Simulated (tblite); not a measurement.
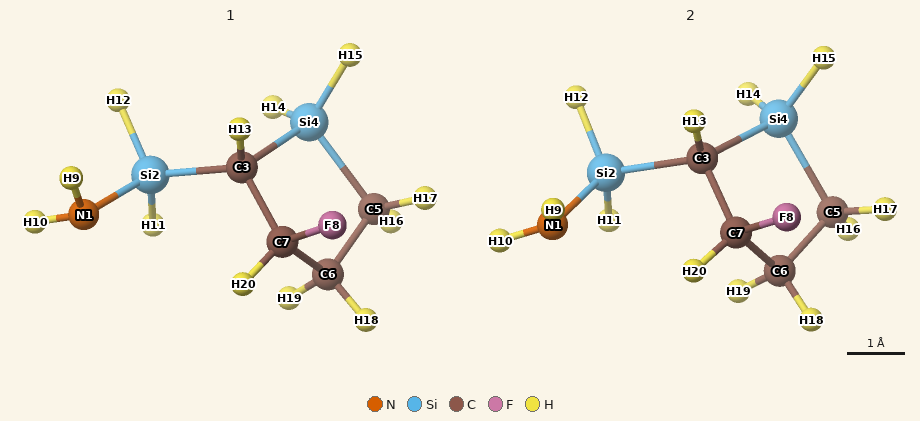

Two geometries of C4H12FNSi2, drawn at one scale. One is the start of a relaxation, the other its converged end. The picture is a ball-and-stick view, seen at a tilt.

These are results of GFN2-xTB geometry optimisation, gas phase in tblite 0.8.0, not measurements. 

Q: Which of the two is the end point?

A: Structure 2 is the relaxed one. The largest move after the best rigid fit is that of H9, 0.70 Å. Largest moves by element: H 0.70 Å, N 0.24 Å, C 0.21 Å, Si 0.18 Å, F 0.17 Å. Some distances before and after: Si2–C3 1.816 → 1.899 Å, C7–F8 1.360 → 1.395 Å, Si4–H14 1.493 → 1.466 Å, C3–C7 1.546 → 1.523 Å. Among the angles between lasting bonds that change: N1–Si2–H12 104.4° → 116.0°, Si2–N1–H10 109.0° → 118.7°, Si2–N1–H9 109.5° → 118.9°. After 116 geometry steps the energy has fallen by 39.3 kJ/mol.
